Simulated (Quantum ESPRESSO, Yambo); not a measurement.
# Quasiparticle gap of KBr (Fm-3m) in Yambo, part 2 of 2

Wanted: ground state, empty states, screening and self-energy for KBr (Fm-3m).

Quantum ESPRESSO 7.5 and Yambo 5.3.0; PBE and many-body steps on it, plane waves. Known limits of the many-body steps: not at the basis limit; no spin-orbit coupling.

So far. Step 2 (Ground state): The gap is direct, at Γ. Step 3 (Bands along the symmetry lines): The gap is 4.436 eV, as in the run before at this level.

### Step 4. Empty states on the mesh, 4×4×4 mesh, 312 bands

Level of this step: DFT, PBE, plane waves, norm-conserving pseudopotentials (Quantum ESPRESSO).

The sums over transitions need many empty states on a uniform mesh; this step solves for them.

Input file pw.in:

```
&control
  calculation = 'nscf'
  prefix = 'x'
  outdir = 'o'
  pseudo_dir = 'pseudo'
/
&system
  ibrav = 0
  nat = 2
  ntyp = 2
  ecutwfc = 76.0
  nbnd = 312
  force_symmorphic = .true.
/
&electrons
  conv_thr = 1e-9
  electron_maxstep = 80
  diago_full_acc = .true.
  diago_thr_init = 5e-6
/
ATOMIC_SPECIES
  K 39.098 K.upf
  Br 79.904 Br.upf
CELL_PARAMETERS angstrom
  0.0000000000 3.3000000000 3.3000000000
  3.3000000000 0.0000000000 3.3000000000
  3.3000000000 3.3000000000 0.0000000000
ATOMIC_POSITIONS crystal
  K 0.0000000000 0.0000000000 0.0000000000
  Br 0.5000000000 0.5000000000 0.5000000000
K_POINTS automatic
  4 4 4 0 0 0
```

Launch:

```sh
$ OMP_NUM_THREADS=1 mpirun -n 4 pw.x -nk 4 -in pw.in > pw.out
```

The log of the run:

```text
[banner, memory and clock lines left out]
Program PWSCF v.7.5 starts

     Atomic positions and unit cell read from directory:
     o/x.save/

     Message from routine setup:
     using ibrav=0 with symmetry is DISCOURAGED, use correct ibrav instead

     G-vector sticks info

     bravais-lattice index     =            0
     lattice parameter (alat)  =       8.8192  a.u.
     unit-cell volume          =     485.0298 (a.u.)^3
     number of atoms/cell      =            2
     number of atomic types    =            2
     number of electrons       =        26.00
     number of Kohn-Sham states=          312
     kinetic-energy cutoff     =      76.0000  Ry
     charge density cutoff     =     304.0000  Ry
     Exchange-correlation= PBE
                           (   1   4   3   4   0   0   0)

     celldm(1)=   8.819172  celldm(2)=   0.000000  celldm(3)=   0.000000
     celldm(4)=   0.000000  celldm(5)=   0.000000  celldm(6)=   0.000000

     crystal axes: (cart. coord. in units of alat)
               a(1) = (   0.000000   0.707107   0.707107 )
               a(2) = (   0.707107   0.000000   0.707107 )
               a(3) = (   0.707107   0.707107   0.000000 )

     reciprocal axes: (cart. coord. in units 2 pi/alat)
               b(1) = ( -0.707107  0.707107  0.707107 )
               b(2) = (  0.707107 -0.707107  0.707107 )
               b(3) = (  0.707107  0.707107 -0.707107 )
     Pseudo is Norm-conserving + core correction, Zval =  9.0
     Generated using ONCVPSP code by D. R. Hamann
     Using radial grid of 2222 points,  6 beta functions with:
     Pseudo is Norm-conserving + core correction, Zval = 17.0
     Generated using ONCVPSP code by D. R. Hamann
     Using radial grid of 1098 points,  6 beta functions with:
     K                 9.00    39.09800     K ( 1.00)
     Br               17.00    79.90400     Br( 1.00)

     48 Sym. Ops., with inversion, found

   Cartesian axes

     site n.     atom                  positions (alat units)
         1        K      tau(   1) = (   0.0000000   0.0000000   0.0000000  )
         2        Br     tau(   2) = (   0.7071068   0.7071068   0.7071068  )

     number of k points=     8
                       cart. coord. in units 2pi/alat
        k(    1) = (   0.0000000   0.0000000   0.0000000), wk =   0.0312500
        k(    2) = (   0.1767767   0.1767767  -0.1767767), wk =   0.2500000
        k(    3) = (  -0.3535534  -0.3535534   0.3535534), wk =   0.1250000
[...]
k(    7) = (  -0.7071068   0.0000000   0.0000000), wk =   0.0937500
        k(    8) = (  -0.7071068   0.3535534   0.0000000), wk =   0.1875000

     Dense  grid:    43599 G-vectors     FFT dimensions: (  50,  50,  50)

     The potential is recalculated from file :
     o/x.save/charge-density

     Starting wfcs are   14 randomized atomic wfcs +  298 random wfcs

     Band Structure Calculation

     End of band structure calculation

          k = 0.0000 0.0000 0.0000 (  5521 PWs)   bands (ev):

   -56.1051 -56.1051 -56.1029 -56.1029 -56.1029 -25.6928 -10.2110  -9.1698
    -9.1698  -9.1698   2.0853   2.0853   2.0853   6.5214   9.6944   9.6944
     9.6944  10.5130  10.5130  13.6827  16.9929  16.9929  16.9929  17.7590
[...]
[... 27 further rows ...]
[...]
k = 0.1768 0.1768-0.1768 (  5414 PWs)   bands (ev):

[...]
[... 27 further rows ...]
[...]
k =-0.3536-0.3536 0.3536 (  5444 PWs)   bands (ev):

[...]
[... 27 further rows ...]
   144.4429 144.5601 144.7551 144.8196 144.9442 144.9605 145.0414 145.0414
   145.5423 145.5423 146.1584 147.2840 147.6707 147.6708 147.7413 148.5689

          k = 0.3536 0.0000 0.0000 (  5425 PWs)   bands (ev):

     [... further k-points ...]

     highest occupied, lowest unoccupied level (ev):     2.0853    6.5214

     XML data file, pseudopotentials, collected wavefunctions
```

Elapsed: 39 s, on 4 MPI ranks of Arm Neoverse V2, shared host; peak memory 0.81 GiB; 2.6 min of CPU time.

Numbers from this step:

```yaml
gap: 4.436 eV
k_of_the_valence_top: 0, 0, 0
k_of_the_conduction_bottom: 0, 0, 0
least_direct_gap: 4.436 eV
k_points_computed: 8
lowest_point_of_the_top_converged_band_above_the_valence_top: 143.6814 eV
```

On this mesh the gap is 4.436 eV.

### Step 5. Conversion and set-up

This step: Yambo 5.3.0; conversion and set-up on PBE, plane waves, norm-conserving pseudopotentials.

The states are converted to the many-body program's format and the q mesh is built.

Launch:

```sh
$ (cd o/x.save; p2y > p2y.log; mv SAVE ../..); yambo > setup.log
```

The log of the run:

```text
 Yambo, version 5.3.0

 [02] CORE Variables Setup
 =========================

  [02.01] Unit cells
  ==================

  Cell kind             :  FCC
  Atoms in the cell     :  K  Br
  number of K  atoms    :  1
  number of Br atoms    :  1

  List of atomic masses
  Mass of K     :  39.09800
  Mass of Br    :  79.90400

  List of atomic coordinates    : [cc]
  K1       :  0.000000  0.000000  0.000000  order 1
  Br1       :  6.236096  6.236096  6.236096  order 2

  Alat factors          :  6.236096  6.236096  6.236096 [a.u.]
  Direct lattice volume :  485.0298 [a.u.]
  Direct lattice vectors:  A[ 1 ]  A[ 2 ]  A[ 3 ]
   A[ 1 ]:  0.000000  1.000000  1.000000  [iru]
   0.000000  6.236096  6.236096  [cc]
   A[ 2 ]:  1.000000  0.000000  1.000000  [iru]
   6.236096  0.000000  6.236096  [cc]
   A[ 3 ]:  1.000000  1.000000  0.000000  [iru]
   6.236096  6.236096  0.000000  [cc]

  Recip. lattice volume :  0.511412 [a.u.]
  Recip. lattice vectors:  B[ 1 ]  B[ 2 ]  B[ 3 ]
   B[ 1 ]: -0.500000  0.500000  0.500000  [iku]
  -0.503776  0.503776  0.503776  [cc]
   B[ 2 ]:  0.500000 -0.500000  0.500000  [iku]
   0.503776 -0.503776  0.503776  [cc]
   B[ 3 ]:  0.500000  0.500000 -0.500000  [iku]
   0.503776  0.503776 -0.503776  [cc]

  [02.02] Symmetries
  ==================

  Inversion symmetry    : yes
  Spatial inversion     : yes
  Inversion index       :  25
  K-space Time-reversal : no
  Magnetic symmetries   : no
  Group table correct   : yes
  Symmetries units      :  [cc]

   [S  1]:   1.0000      0.28986E-16  0.28986E-16  0.28986E-16   1.0000     -0.28986E-16 -0.28986E-16 -0.28986E-16   1.0000
   [S  2]:  -1.0000     -0.28986E-16  0.28986E-16 -0.28986E-16  -1.0000     -0.28986E-16  0.28986E-16  0.28986E-16   1.0000
   [S  3]:  -1.0000      0.28986E-16 -0.28986E-16 -0.28986E-16   1.0000      0.28986E-16  0.28986E-16 -0.28986E-16  -1.0000
[...]
[... 36 further rows ...]
   [S 47]:  0.28986E-16   1.0000     -0.28986E-16 -0.28986E-16  0.28986E-16  -1.0000       1.0000     -0.28986E-16  0.28986E-16
   [S 48]:  0.28986E-16  -1.0000      0.28986E-16 -0.28986E-16 -0.28986E-16   1.0000       1.0000      0.28986E-16 -0.28986E-16

  [02.03] Reciprocal space
  ========================

  nG shells         :   402
  nG charge         :   43599
  nG WFs            :   6483
  nC WFs            :   5521
  G-vecs. in first 40 shells:  [ Number ]
     1    9   15   27   51   59   65   89  113
    137   169   181   229   259   283   307   331   339
    387   411   459   531   537   561   609   645   701
[...]
1139  1211  1243  1291
  ...
  Shell energy in first 40 shells:  [ mHa ]
[...]
6471.64      6598.53      7106.11      7486.80      8121.27      8501.96      8628.85      9136.43      9517.12
    9644.01      10151.6      10532.3      10659.2      11166.8      11547.4      12181.9      12562.6      12689.5
[...]
K/Q-points units:
  rlu = crystal or reduced units; cc = cartesian coordinates; iku = interal k-units

  K [1]          [rlu]:  0.000000  0.000000  0.000000
         WF components:   5521
  K [2]          [rlu]: -0.15345E-16  0.12410E-16  0.25000
         WF components:   5414
  K [3]          [rlu]:  0.30690E-16 -0.24821E-16 -0.50000
         WF components:   5444
  K [4]          [rlu]: -0.46171E-17  0.25000      0.25000
         WF components:   5425
  K [5]          [rlu]: -0.94755E-17  0.25000     -0.50000
         WF components:   5434
  [... 2 further k-points ...]
  K [8]          [rlu]:  0.250000 -0.500000 -0.250000
         WF components:   5440

  [02.05] Energies & Occupations
  ==============================

  [X] === General ===
  [X] Electronic Temperature                        :  0.000000  0.000000 [eV K]
  [X] Bosonic    Temperature                        :  0.000000  0.000000 [eV K]
  [X] Finite Temperature mode                       : no
  [X] El. density                                   :  0.36174E+24 [cm-3]
  [X] Fermi Level                                   :  2.085286 [eV]

  [X] === Gaps and Widths ===
  [X] Conduction Band Min                           :  4.436154 [eV]
  [X] Valence Band Max                              :  0.000000 [eV]
  [X] Filled Bands                                  :  13
  [X] Empty Bands                                   :   14  312
  [X] Direct Gap                                    :  4.436154 [eV]
  [X] Direct Gap localized at k                     :  1
  [X] Indirect Gap                                  :  4.436154 [eV]
  [X] Indirect Gap between kpts                     :  1  1
  [X] Last valence band width                       :  0.536069 [eV]
  [X] 1st conduction band width                     :  2.953841 [eV]

  E @ K [1]:  [eV]
  -58.19038 -58.19038 -58.18823 -58.18823 -58.18823 -27.77812 -12.29627 -11.25509
   -11.255      -11.255     -0.43670E-11 -0.20853E-11   0.0000       4.4362       7.6091       7.6091
    7.60906   8.42775   8.42775  11.59738  14.90759  14.90759  14.90759  15.67370
[...]
occ @ K [1]
[...]
E @ K [2]:  [eV]
[...]
occ @ K [2]
[...]
E @ K [3]:  [eV]
[...]
occ @ K [3]
[...]
E @ K [4]:  [eV]
[...]
occ @ K [4]
[...]
E @ K [5]:  [eV]
[...]
occ @ K [5]
[...]
[... 2 further k-points ...]
  E @ K [8]:  [eV]
[...]
occ @ K [8]
[...]
0.000000  0.000000  0.000000  0.000000  0.000000  0.000000  0.000000  0.000000
   0.000000  0.000000  0.000000  0.000000  0.000000  0.000000  0.000000  0.000000

 [03] Transferred momenta grid and indexing
 ==========================================

 IBZ Q-points                                      :   8
 BZ  Q-points                                      :   64

 K/Q-points units:
 rlu = crystal or reduced units; cc = cartesian coordinates; iku = interal k-units

 Q [1]          [rlu]:  0.000000  0.000000  0.000000
 Q [2]          [rlu]: -0.15345E-16  0.40166E-16  0.25000
 Q [3]          [rlu]:  0.30690E-16 -0.80332E-16 -0.50000
[...]
Q [7]          [rlu]:  0.92343E-17 -0.50000     -0.50000
 Q [8]          [rlu]:  0.250000 -0.500000 -0.250000

  [03.01] X indexes
  =================

   [03.01.01] Sigma indexes
   ========================

 [06] Game Over & Game summary
```

Elapsed: 2.7 s, on 1 MPI rank; peak memory 0.25 GiB.

### Step 6. Screening and self-energy, 4×4×4 mesh, 312 bands, screening to 210.9 eV

G0W0 replaces the xc potential by the self-energy, built once from these orbitals. Only a window of levels is corrected, while the sums run over the empty bands that the input names.

This step: G0W0 on PBE, plane waves, norm-conserving pseudopotentials.

Input file gw1.in:

```
HF_and_locXC
gw0
dyson
ppa
em1d
rim_cut
RandQpts= 1000000
RandGvec= 1 RL
EXXRLvcs= 76 Ry
VXCRLvcs= 304 Ry
Chimod= "HARTREE"
% BndsRnXp
 1 | 312 |
%
NGsBlkXp= 15.5 Ry
% LongDrXp
 1 | 1 | 1 |
%
% GbndRnge
 1 | 312 |
%
DysSolver= "n"
ExtendOut
PPAPntXp= 27.21138 eV
% QPkrange
 1 | 1 | 12 | 15 |
%
```

Launch:

```sh
$ OMP_NUM_THREADS=1 mpirun -n 4 yambo -F gw1.in -J gw1 -C gw1 > gw1.log
```

The log of the run:

```text
 Yambo, version 5.3.0

 [02] CORE Variables Setup
 =========================

  [... cell, symmetries and grids as in the set-up ...]

  [02.05] Energies & Occupations
  ==============================

  [X] === General ===
  [X] Electronic Temperature                        :  0.000000  0.000000 [eV K]
  [X] Bosonic    Temperature                        :  0.000000  0.000000 [eV K]
  [X] Finite Temperature mode                       : no
  [X] El. density                                   :  0.36174E+24 [cm-3]
  [X] Fermi Level                                   :  2.085286 [eV]

  [X] === Gaps and Widths ===
  [X] Conduction Band Min                           :  4.436154 [eV]
  [X] Valence Band Max                              :  0.000000 [eV]
  [X] Filled Bands                                  :  13
  [X] Empty Bands                                   :   14  312
  [X] Direct Gap                                    :  4.436154 [eV]
  [X] Direct Gap localized at k                     :  1
  [X] Indirect Gap                                  :  4.436154 [eV]
  [X] Indirect Gap between kpts                     :  1  1
  [X] Last valence band width                       :  0.536069 [eV]
  [X] 1st conduction band width                     :  2.953841 [eV]

 [03] Transferred momenta grid and indexing
 ==========================================

 IBZ Q-points                                      :   8
 BZ  Q-points                                      :   64

 K/Q-points units:
 rlu = crystal or reduced units; cc = cartesian coordinates; iku = interal k-units

 Q [1]          [rlu]:  0.000000  0.000000  0.000000
 Q [2]          [rlu]: -0.15345E-16  0.40166E-16  0.25000
 Q [3]          [rlu]:  0.30690E-16 -0.80332E-16 -0.50000
 Q [4]          [rlu]: -0.46171E-17  0.25000      0.25000
 Q [5]          [rlu]: -0.20915E-17  0.25000      0.50000
 Q [6]          [rlu]: -0.24821E-16  0.25000     -0.25000
 Q [7]          [rlu]:  0.92343E-17 -0.50000     -0.50000
 Q [8]          [rlu]:  0.250000 -0.500000 -0.250000

 [04] Coloumb potential Random Integration (RIM)
 ===============================================

  [04.01] RIM initialization
  ==========================

  * Diagonal components only detected *

  8 x (sBL volume)        :  0.063927 [a.u.]
  sBZ random points       :  1000000
  Points outside the sBZ  :   7968281
  RL volume               :  0.511412 [a.u.]
  Integrated volume       :  0.513448 [a.u.]

  [04.02] RIM integrals
  =====================

  Gamma point sphere radius             :  0.072529 [a.u.]
  Points outside the sphere             :   800476
  [Int_sBZ(q=0) 1/q^2]*(Vol_sBZ)^(-1/3) =:  7.776341
                                 should be <:  7.795600

  Summary of Coulomb integrals for non-metallic bands |Q|[au] RIM/Bare

  Q [1] 0.100000E-4 0.997530 * Q [2] 0.218141 1.068480
  Q [4] 0.251888 1.066792 * Q [6] 0.356223 1.029814
  Q [5] 0.417709 1.022655 * Q [3] 0.436282 1.020683
  Q [7] 0.503776 1.017590 * Q [8] 0.563238 1.014367

 [05] Dipoles
 ============

  [05.01] Setup: observables and procedures
  =========================================

 [06] Dynamic Dielectric Matrix (PPA)
 ====================================

 [WR./gw1//ndb.pp]---------------------------------------------------------------
  Brillouin Zone Q/K grids (IBZ/BZ)                :    8   64    8   64
  RL vectors                                       :   6567 [WF]
  Coulomb cutoff potential                         : none
  Electronic Temperature                           :  0.000000 [K]
  Bosonic    Temperature                           :  0.000000 [K]
  PPA    diel. fun.  energies                      : Perdew, Burke & Ernzerhof(X)+Perdew, Burke & Ernzerhof(C)
  wavefunctions                                    : Perdew, Burke & Ernzerhof(X)+Perdew, Burke & Ernzerhof(C)
  Global Gauge                                     : length
  X matrix size                                    :   537
  X band range                                     :    1  312
  X e/h energy range                               : -1.000000 -1.000000 [eV]
  X Time ordering                                  : R
  X Hxc Kernel                                     : HARTREE
  X Drude frequency                                :  0.000000  0.000000
  X poles                                          :  100.0000 [o/o]
  RL vectors in the sum                            :   6567
  [r,Vnl] included                                 : yes
  Field direction                                  :  0.577350E-5  0.577350E-5  0.577350E-5
  BZ energy Double Grid                            : no
  BZ energy DbGd points                            : 0
  BZ Q point size factor                           : -1.000000
  X Optical Averaged directions                    : none

 [07] Local Exchange-Correlation + Non-Local Fock
 ================================================

 [VXC] Plane waves :   43599
 [EXS] Plane waves :   5577

 QP @ state[ 1 ] K range:  1  1
 QP @ state[ 1 ] b range:  12  15

 [xc] Functional : Perdew, Burke & Ernzerhof(X)+Perdew, Burke & Ernzerhof(C)
 [xc] LIBXC used to calculate xc functional
  PP Number of Atomic Species                      :  2
  NLCC RL compoments                               :   43599
  PP Number of Atomic Species                      :  2
  NLCC RL compoments                               :   43599

 [xc] E_xc :  -16.87313 [Ha]
      E_xc :  -33.74626 [Ry]

  Local XC kind (lXC) : Perdew, Burke & Ernzerhof(X)+Perdew, Burke & Ernzerhof(C)
  Non-Local XC kind (nlXC) : Hartree-Fock

  Corrections @ K [1] :  [eV]
 <12|nlXC|12> = -19.54505  0.16531E-16 <12|lXC|12> = -14.35201  0.000000
 <13|nlXC|13> = -19.54504 -0.22380E-17 <13|lXC|13> = -14.35201  0.000000
 <14|nlXC|14> = -3.946254  0.14326E-17 <14|lXC|14> = -7.314515  0.94408E-16
 <15|nlXC|15> = -3.767246 -0.34841E-18 <15|lXC|15> = -8.482834  0.18882E-15

 [08] Dyson equation: Newton solver
 ==================================

  [08.01] G0W0 (W PPA)
  ====================

  [  GW  ] Bands range     :    1  312
  [GW/PPA] G damping       :  0.100000 [eV]

  QP @ state[ 1 ] K range:  1  1
  QP @ state[ 1 ] b range:  12  15

   Sc/G bands                                       :    1  312
   Sc/G damping                                     :  0.100000 ev
   Sc bands terminator                              : no
   Sx RL components                                 :   5577

   QP @ state[ 1 ] K range                          :  1  1
   QP @ state[ 1 ] b range                          :  12  15
   GF energies kind                                 : Perdew, Burke & Ernzerhof(X)+Perdew, Burke & Ernzerhof(C)
   GF WF`s kind                                     : Perdew, Burke & Ernzerhof(X)+Perdew, Burke & Ernzerhof(C)
   Xs energies kind                                 : Perdew, Burke & Ernzerhof(X)+Perdew, Burke & Ernzerhof(C)
   Xs WF`s kind                                     : Perdew, Burke & Ernzerhof(X)+Perdew, Burke & Ernzerhof(C)

 [11] Game Over & Game summary
```

It took 7.8 min on 4 MPI ranks; peak memory 2.6 GiB; 31 min of CPU time.

Numbers from this step:

```
G0W0 gap on the points computed              : 7.767 eV
starting gap on the mesh                     : 4.436 eV
k of the valence top                         : 0, 0, 0
k of the conduction bottom                   : 0, 0, 0
least direct G0W0 gap on the computed points : 7.767 eV
Z at the valence top                         : 0.8277
Z at the conduction bottom                   : 0.8735
```

The gap on the mesh goes from 4.44 eV to 7.77 eV, a correction of +3.33 eV.

Limits: finite bands, cutoff and mesh; no spin-orbit coupling. v1 is the top filled band, c1 the lowest empty one. Levels before and after the correction, in eV, zero at the valence-band top of each column:

```
           conduction bottom  valence top
Kohn-Sham               4.44         0.00
     G0W0               7.77         0.00
```

```
             level  energy (eV)
Kohn-Sham  Γ v2-v1        0.000
Kohn-Sham     Γ c1        4.436
Kohn-Sham     Γ c2        7.609
     G0W0  Γ v2-v1        0.000
     G0W0     Γ c1        7.767
     G0W0     Γ c2       11.862
```

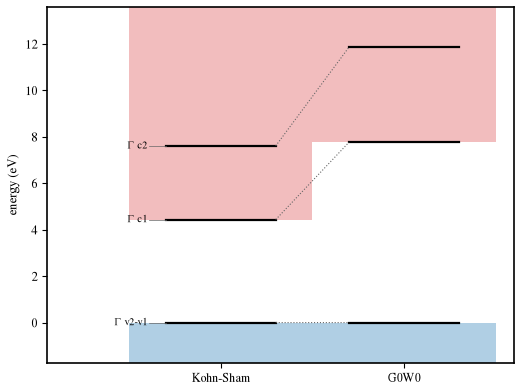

Levels before and after the correction. Shaded: valence and conduction bands.

### Step 7. Where the time went

Times are wall times on the hardware named with each run, good to a factor of about two.

```
                          step     time  share  memory (GiB)
                  ground state      8 s    2 %          0.31
bands along the symmetry lines      8 s    2 %          0.26
      empty states on the mesh     39 s    7 %          0.81
         conversion and set-up    2.7 s    1 %          0.25
     screening and self-energy  7.8 min   89 %           2.6
```

### Step 8. What came out

| Property | Result |
| --- | --- |
| PBE gap | 4.44 eV, direct |
| G0W0 gap on the mesh | 7.77 eV |
| GW settings | 4×4×4 mesh, 312 bands, screening to 210.9 eV, Godby-Needs plasmon pole |
| known limits | not at the basis limit; no spin-orbit coupling |

**Reading.** G0W0 moves the gap on the mesh from 4.44 eV to 7.77 eV (+3.33 eV), with Z of 0.83 and 0.87 at the edges. Only 1 of the mesh's irreducible points was corrected, so a valley elsewhere could overtake. The dearest step here is «screening and self-energy». Bands and cutoff are finite, so the gap is not at the basis limit. The miss can reach some tenths of an eV and take either sign; the mesh is an error of its own. In the G0W0 run levels were corrected at 1 k point alone, so a gap called «on the mesh» is the least over those, and an edge elsewhere would be missed. The many-body steps are scalar-relativistic: spin-orbit coupling is not in them.

[Paths, hosts, dates, memory and timing lines, banners, echoed tables and standing remarks are left out of the program output.]

[Logs are printed without paths, hosts, clocks, repeated set-up lines and the standing remarks that a program may print on its own settings, such as how far it seeks lower states.]

[Runs of the session that timed out or met a known fault of the program may be left out.]

[Hosts, paths, dates, database ids (printed as entryN), source tags and the programs' standing remarks are cut or masked in the printed files.]
